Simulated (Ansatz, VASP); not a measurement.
**Mg: VASP beside Ansatz**

Aim: how closely do two programs agree when they are given the same cell, functional and k mesh?

Calculated with Ansatz 0.2.0; plane waves, with VASP 6.6.1 beside it; relaxation of cell and atoms at LDA.

## Step 1: Set-up

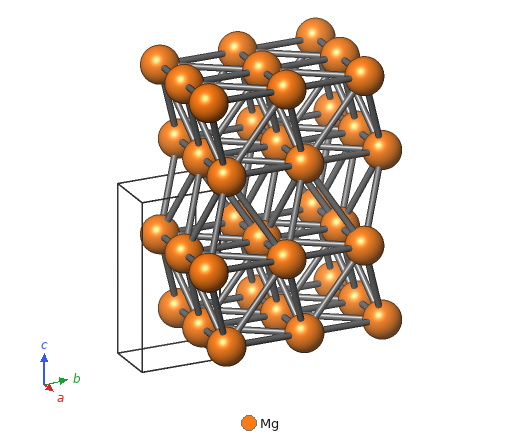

The starting structure, seen slightly off an axis (magnesium orange). 3×3×2 cells are drawn.

## Step 2: Ansatz: relaxation of cell and atoms, LDA

Ansatz runs on its default PAW (the set named soft_2) files.

The relaxed volume is the usual yardstick between codes: its relative difference is about their pressure difference at one cell divided by the bulk modulus.

File input.yaml:

```yaml
crystal:
  lattice:
    - [3.1278281773, 0.0, 0.0]
    - [-1.5639140886, 2.7087786602, 0.0]
    - [0.0, 0.0, 5.0563137634]
  atoms:
    - { symbol: Mg, position: [0.6666666667, 0.3333333333, 0.75] }
    - { symbol: Mg, position: [0.3333333333, 0.6666666667, 0.25] }
hamiltonian:
  xc: lda
  pseudopotentials: { kind: paw }
kpoints:
  mp_grid: { grid: [18, 18, 10] }
scf:
  occupations: { method: methfessel_paxton, width: 0.15 }
relax:
  f_tol: 0.01
  max_steps: 60
  cell: { stress_tol: 0.05 }
output:
  forces: true
  stress: true
```

Launch:

```bash
$ ansatz run input.yaml --threads 4 --pin off --max-ram 9216MiB --backend cpu --events-out ev --progress --plain --runs-dir out
```

Numbers of over 12 decimals in the logs are rounded to 6 here.

Log:

```text
Engine: ansatz 0.2.0, aarch64-unknown-linux-gnu
Pseudopotentials: kind: paw
Pseudopotential: Mg, paw, valence charge 10, recommended cutoff 420 eV (normal), Mg.paw.azcp
Functional definition: SPW92
  exchange = slater_x
  correlation = pw_c
Crystal: 2 atoms, lattice volume = 42.840 Å³
Basis set: ecut = 420 eV, 833 PW (Γ)
Bands: 14, of which v1, the nominal top of the filled ones, is band 10 counted from 1 (9 counted from 0)
Symmetry: 24 space group operations
Space group: P63/mmc (ITA 194), of the structure as read, at distance tolerance 3.5e-5 Å
k-points: 222 of 3240
Non-local potential: Mg, projectors of the file, l = 0: 3, l = 1: 2, l = 2: 1
PAW form: soft (Blöchl's): semilocal exchange-correlation on the pseudo side does not see the compensation charge
PAW frozen core: Mg, regenerated for the run's functional, and the local potential with it (the file was generated under x = pbe(κ = 0.804, μ = 0.219515), c = pbe(β = 0.066725))
PAW one-centre angular grid: Mg, 110 points (default); XC on 64 Gauss nodes
Initial density: superposition of atomic densities (neutral atoms: chi_scale 0, normalization atom), corrected by the library's trained network
Initial wavefunctions: pseudopotential atomic-orbital guess
Functional: x = slater, c = lda
SCF iter   1: F=—  HF=-3803.213634 eV  |F-HF|=—  |Δ(HF+E_count)|=         —  Δρ=6.53e-3  dr2=6.37e-3  ethr=1.77e-3  ⟨swp⟩=5.0  Hψ=15426  notcnv=0
preconditioner: auto → none  [metal: Δε(μ)=0.027 eV  Ē_g=7.177 eV  σ=0.150 eV  W_gap=0.15  n_scr=8 (ndim 8)  ℏωp=11.3 eV  f_vac=0.000  D(μ)=0.85/eV (n_scr^D=2)  sad-step TF]
SCF iter   2: F=—  HF=-3803.205832 eV  |F-HF|=—  |Δ(HF+E_count)|=   7.80e-3  S|Δr|=    0.00e0  Δρ=2.56e-3  dr2=1.36e-3  ethr=3.18e-5  ⟨swp⟩=2.0  Hψ=6826  notcnv=0
SCF iter   3: F=—  HF=-3803.205304 eV  |F-HF|=—  |Δ(HF+E_count)|=   5.29e-4  S|Δr|=    0.00e0  Δρ=4.31e-4  dr2=6.85e-5  ethr=6.79e-6  ⟨swp⟩=2.0  Hψ=4882  notcnv=0
SCF iter   4: F=—  HF=-3803.205319 eV  |F-HF|=—  |Δ(HF+E_count)|=   1.54e-5  S|Δr|=    0.00e0  Δρ=3.16e-5  dr2=1.86e-7  ethr=3.42e-7  ⟨swp⟩=1.0  Hψ=3107  notcnv=0
SCF iter   5: F=-3803.205319 eV  HF=-3803.205319 eV  |F-HF|=5.43e-9  |Δ(HF+E_count)|=   5.65e-8  S|Δr|=    0.00e0  Δρ=3.26e-6  dr2=2.33e-9  ethr=5.00e-10  ⟨swp⟩=4.4  Hψ=10639  notcnv=0
SCF 1 converged in 5 iterations: F = -3803.205319 eV  dr2 = 2.33e-9
  greatest PAW one-centre occupation: 1.000 electrons in one spin orbital (limit 2), on the Mg atom at site 1 (counted from 0), in its partial waves of l = 1
relax step   1: F+E_penalty+E_count = -3803.20531881 eV  Δ(F+E_penalty+E_count) = +0.000e0 eV  max|allowed force component| = 3.469e-17 eV/Å  Δτ_max = 0.0000 Å  P = +0.345 GPa  Ω = 42.840 Å³  (5 SCF iters, dr2 threshold 1.00e-7 eV, accepted)
[...]
relax step   2: F+E_penalty+E_count = -3803.20569860 eV  Δ(F+E_penalty+E_count) = -3.798e-4 eV  max|allowed force component| = 2.776e-17 eV/Å  Δτ_max = 0.0000 Å  P = +0.037 GPa  Ω = 43.167 Å³  energy of the carried Pulay correction = -6.808e-6 eV  (3 SCF iters, dr2 threshold 2.00e-7 eV, accepted)
[...]
relax step   3: F+E_penalty+E_count = -3803.20570560 eV  Δ(F+E_penalty+E_count) = -6.998e-6 eV  max|allowed force component| = 3.007e-17 eV/Å  Δτ_max = 0.0000 Å  P = +0.037 GPa  Ω = 43.167 Å³  stress off target by 4.05e-2 GPa  SCF on the basis re-selected at this cell (its energy is not comparable with the rows above)  (3 SCF iters)
basis re-selected at this cell: Δ(F+E_penalty+E_count) = -6.998e-6 eV, ΔP = +0.000 GPa vs the last step (what re-selecting the basis moved, of the pressure what is left beyond the Pulay correction that the steps carried, after the strain that the cell walked since its last selection, with what the two solves' SCF thresholds leave and, on support functions, any second-order correction that the steps lacked; it is no m [...]
SCF converged after 3 iterations
Stability not checked: this state was not tested for a lower state beside it, because cold or Methfessel-Paxton smearing, or corrected tetrahedra, fill the levels in a way that the test cannot read (fill_not_monotonic; see scf.lower_state_search)
Free energy (F): -3803.205706 eV
Harris-Foulkes:  -3803.205706 eV  (|F-HF|=2.23e-10)
Internal energy: -3803.205565 eV  (E = F + TS)
E sigma→0 (E₀):  -3803.205670 eV
Entropy (-TS):   -0.000141 eV (-0.070 meV/atom)
Fermi energy:    5.962770 eV
--- Per-component energies (eV) ---
  E_band       = -704.992586
  E_kinetic    = 151.176534
  E_local      = -3191.551546  (includes V_loc(G=0)·N_el)
  E_nonlocal   = 193.230473
  E_hartree    = 1136.704325
  E_xc         = -56.850635
  E_vxc        = -73.908932  (∫ρ·V_xc dr)
  E_paw        = -542.528920  (= ΣΔE_a)
  E_vpaw       = -57.347694  (= ΣTr[D̂ρ^β])
  E_aug_tail   = 0.000001  (compensation charges beyond the density's cutoff)
  E_ewald      = -1493.686755
  E_core_change = 0.300959  (= ΣΔE_core)
  E_smearing   = -0.000141  (= −TS)
  E_closure    = 0.000000  (closes the sum)
  Σ components = -3803.205706   (vs F -3803.205706, Δ=0.00e0)
--- Forces (eV/Å), atoms counted from 1 ---
  atom   1  Mg    -0.00000000    -0.00000000     0.00000000
  atom   2  Mg     0.00000000     0.00000000     0.00000000
  max |Σ_I F_I| component: 1.39e-17 eV/Å
--- Stress (GPa, compression-positive) ---
        0.035041       0.000000       0.000000
       -0.000000       0.035041       0.000000
        0.000000       0.000000       0.040465
  P = ⅓ Tr σ = 0.0368 GPa (0.368 kbar)
--- Relaxed structure (2 steps of the walk, 2 accepted, 1 SCFs on fresh bases) ---
  F+E_penalty+E_count = -3803.20570560 eV   max|allowed force component| = 3.007e-17 eV/Å   (the final SCF, on the basis selected at the relaxed cell)
  cell:  # Å, volume = 43.1667 Å³
    - [3.135825, -2.894130886112569e-11, 0]
    - [-1.567913, 2.715704, 0]
    - [0, 0, 5.068914]
  atoms:
    - { symbol: Mg, position: [0.666667, 0.333333, 0.750000] }
    - { symbol: Mg, position: [0.333333, 0.666667, 0.25] }
```

Elapsed: 5.8 s, on 4 threads of Arm Neoverse N1, shared host; peak memory 0.38 GiB.

## Step 3: VASP: relaxation of cell and atoms, LDA

The same cell, functional (in two slightly different forms), mesh and smearing now go to VASP, with its own data sets and cutoff.

Lines of VASP's logs that name or quote its potential files are left out, and so is its time.

File INCAR:

```
SYSTEM = Mg
PREC = Accurate
ENCUT = 520
EDIFF = 1E-07
NELM = 100
ISMEAR = 1
SIGMA = 0.15
LREAL = .FALSE.
ALGO = Normal
GGA = CA
NBANDS = 8
LORBIT = 11
LWAVE = .FALSE.
LCHARG = .FALSE.
KPAR = 4
IBRION = 2
NSW = 50
ISIF = 3
EDIFFG = -0.005
LASPH = .TRUE.
```

File POSCAR:

```
Mg
1.0
    3.1278281773      0.0000000000      0.0000000000
   -1.5639140886      2.7087786602      0.0000000000
    0.0000000000      0.0000000000      5.0563137634
Mg
2
Direct
    0.6666666667      0.3333333333      0.7500000000
    0.3333333333      0.6666666667      0.2500000000
```

File KPOINTS:

```
Automatic mesh
0
Gamma
18 18 10
0 0 0
```

Potentials, in the order of the species: Mg (LDA family, release 64).

Launch:

```bash
$ mpirun -np 4 vasp_std
```

Log:

```text
[banner, memory and clock lines left out]
running    4 mpi-ranks, on    1 nodes
 distrk:  each k-point on    1 cores,    4 groups
 distr:  one band on    1 cores,    1 groups

 POSCAR found type information on POSCAR Mg
 POSCAR found :  1 types and       2 ions
 LDA part: xc-table for (Slater(with rela. corr.)+CA(PZ))
 , standard interpolation
 POSCAR, INCAR and KPOINTS ok, starting setup
 FFT: planning ... GRIDC
 FFT: planning ... GRID_SOFT
 FFT: planning ... GRID
 WAVECAR not read
 entering main loop
       N       E                     dE             d eps       ncg     rms          rms(c)
DAV:   1    -0.108957386864E+01   -0.10896E+01   -0.12997E+03  3552   0.353E+02
DAV:   2    -0.362708619993E+01   -0.25375E+01   -0.24168E+01  4816   0.220E+01
DAV:   3    -0.364181038809E+01   -0.14724E-01   -0.14715E-01  4736   0.213E+00
DAV:   4    -0.364183799168E+01   -0.27604E-04   -0.27604E-04  5184   0.819E-02
DAV:   5    -0.364183803377E+01   -0.42095E-07   -0.42180E-07  4704   0.230E-03    0.939E-01
DAV:   6    -0.363004120521E+01    0.11797E-01   -0.54615E-04  4312   0.145E-01    0.596E-01
DAV:   7    -0.362075981480E+01    0.92814E-02   -0.18938E-03  3784   0.267E-01    0.297E-02
DAV:   8    -0.362075119630E+01    0.86185E-05   -0.15088E-05  5752   0.223E-02    0.660E-03
DAV:   9    -0.362075018535E+01    0.10109E-05   -0.69768E-07  4088   0.437E-03    0.595E-04
DAV:  10    -0.362075016841E+01    0.16943E-07   -0.25495E-09  3400   0.362E-04
   1 F= -.36207502E+01 E0= -.36207208E+01  d E =-.362075E+01
 curvature:   0.00 expect dE= 0.000E+00 dE for cont linesearch  0.000E+00
 trial: gam= 0.00000 g(F)=  0.186E-51 g(S)=  0.771E-06 ort = 0.000E+00 (trialstep = 0.100E+01)
 search vector abs. value=  0.771E-06
 reached required accuracy - stopping structural energy minimisation
```

Parts of OUTCAR (step 3):

```text
ion  position               nearest neighbor table
   1  0.667  0.333  0.750-   2 3.11   2 3.11   2 3.11   2 3.11   2 3.11   2 3.11
   2  0.333  0.667  0.250-   1 3.11   1 3.11   1 3.11   1 3.11   1 3.11   1 3.11

  LATTYP: Found a hexagonal cell.
 ALAT       =     3.1278281773
 C/A-ratio  =     1.6165573928

 Subroutine GETGRP returns: Found 24 space group operations
 (whereof 12 operations were pure point group operations)

The static configuration has the point symmetry D_3d.
 The point group associated with its full space group is D_6h.

 Found    222 irreducible k-points:

   k-points           NKPTS =    222   k-points in BZ     NKDIM =    222   number of bands    NBANDS=      8

   dimension x,y,z NGX =    24 NGY =   24 NGZ =   40
   dimension x,y,z NGXF=    48 NGYF=   48 NGZF=   80

   ENCUT  =  520.0 eV  38.22 Ry    6.18 a.u.   5.82  5.82  9.40*2*pi/ulx,y,z

   NELECT =       4.0000    total number of electrons

 k-points in reciprocal lattice and weights: Automatic mesh
   0.00000000  0.00000000  0.00000000       0.000
   0.05555556 -0.00000000  0.00000000       0.002
   0.11111111 -0.00000000  0.00000000       0.002
   0.16666667  0.00000000  0.00000000       0.002
   0.22222222  0.00000000  0.00000000       0.002
   0.27777778  0.00000000  0.00000000       0.002
   0.33333333  0.00000000  0.00000000       0.002
   0.38888889  0.00000000  0.00000000       0.002
   0.44444444  0.00000000  0.00000000       0.002
[...]
0.33333333  0.27777778  0.50000000       0.004
   0.33333333  0.33333333  0.50000000       0.001

 average (electrostatic) potential at core
       1 -38.9017       2 -38.9017

 E-fermi :   2.8249

 k-point     1 :       0.0000    0.0000    0.0000
  band No.  band energies     occupation
      1      -4.3837      2.00000
      2       1.0964      2.00000
      3       1.6073      2.00000
      4      14.0911      0.00000
      5      14.0911      0.00000
      6      14.2675      0.00000
      7      14.2675      0.00000
      8      15.0845      0.00000

 k-point     2 :       0.0556   -0.0000    0.0000
  band No.  band energies     occupation
      1      -4.3203      2.00000
      2       1.1537      2.00000
      3       1.6688      2.00000
      4      12.6600      0.00000
      5      13.2932      0.00000
      6      14.1035      0.00000
      7      15.1521      0.00000
      8      15.7555      0.00000

 k-point     3 :       0.1111   -0.0000    0.0000
  band No.  band energies     occupation
      1      -4.1304      2.00000
      2       1.3256      2.00000
      3       1.8521      2.00000
      4      10.9036      0.00000
      5      12.5138      0.00000
      6      13.3258      0.00000
      7      15.7696      0.00000
      8      15.9728      0.00000

  Total        0.0034517      0.0034517      0.0028497      0.0000000      0.0000000      0.0000000
  in kB        0.1290916      0.1290916      0.1065742      0.0000000      0.0000000      0.0000000
  external PRESSURE =       0.1215858 kB  Pullay stress =       0.0000000 kB

  energy-cutoff  :      520.00
  volume of cell :       42.84
      direct lattice vectors                 reciprocal lattice vectors
     3.127828177  0.000000000  0.000000000     0.319710657  0.184585034  0.000000000
    -1.563914089  2.708778660  0.000000000     0.000000000  0.369170067  0.000000000
     0.000000000  0.000000000  5.056313763     0.000000000  0.000000000  0.197772537

 POSITION                                       TOTAL-FORCE (eV/Angst)
 -----------------------------------------------------------------------------------
      1.56391      0.90293      3.79224         0.000000     -0.000000      0.000000
     -0.00000      1.80585      1.26408        -0.000000      0.000000      0.000000
 -----------------------------------------------------------------------------------
    total drift:                                0.000000     -0.000000      0.000000

  FREE ENERGIE OF THE ION-ELECTRON SYSTEM (eV)
  ---------------------------------------------------
  free  energy   TOTEN  =        -3.6207501684 eV

  energy  without entropy=       -3.6206621108  energy(sigma->0) =       -3.62072082

 reached required accuracy - stopping structural energy minimisation

 total charge
# of ion       s       p       d       tot
------------------------------------------
    1        0.221   0.143   0.013   0.377
    2        0.221   0.143   0.013   0.377
--------------------------------------------------
tot          0.442   0.286   0.027   0.754

[... 3 further parts left out ...]
```

CONTCAR:

```
Mg
   1.00000000000000
     3.1278281773000001    0.0000000000000000    0.0000000000000000
    -1.5639140886000000    2.7087786602000001    0.0000000000000000
     0.0000000000000000    0.0000000000000000    5.0563137634000004
  Mg
     2
Direct
     0.6666666667000030    0.3333333332999970    0.7500000000000000
     0.3333333332999970    0.6666666667000030    0.2500000000000000
```

## Step 4: Comparison

Known differences besides the PAW data sets themselves: the two LDA forms differ slightly; both relaxations stop at a tolerance, which leaves soft axes loose, and VASP keeps its plane-wave basis; the data sets hold 20 valence electrons in Ansatz (default PAW (the set named soft_2) files) and 4 in VASP; the cutoff is 420 eV in Ansatz and 520 eV in VASP; Ansatz makes its cores anew for this functional, VASP keeps those of its LDA data sets; Ansatz adds a Pulay correction to the stress that steers its cell, VASP none. Total energies have different zeros and are not compared.

Compared:

```tsv
quantity	Ansatz	VASP	difference
volume (Å³)	43.17	42.84	+0.76 %
edge a after relaxation, in the typed setting (Å)	3.136	3.128	+0.26 %
edge c after relaxation, in the typed setting (Å)	5.069	5.056	+0.25 %
```

The walks stopped with 0.04 GPa left in Ansatz and 0.01 GPa in VASP; each walk ends within a tolerance, so the volume difference is uncertain by about these residues over the bulk modulus, most in soft cells.

## Step 5: Summary of results

```
difference in volume (relaxation of cell and atoms, LDA) : 0.76 %
```

In words: The difference in volume is 0.76 % (relaxation of cell and atoms, LDA), within the 1.2 % picked in this series as the mark of a large difference, as far as the stopping tolerances let one tell. Differences of this kind measure data sets and numerical settings, not the functional's error against experiment.

[Lines on the potential files, build, host, timing and source positions are cut from VASP's logs without a mark.]

[Logs are printed without paths, hosts, clocks, repeated set-up lines and the standing remarks that a program may print on its own settings, such as how far it seeks lower states.]

[Hosts, paths, dates, database ids (printed as entryN), source tags and the programs' standing remarks are cut or masked in the printed files.]
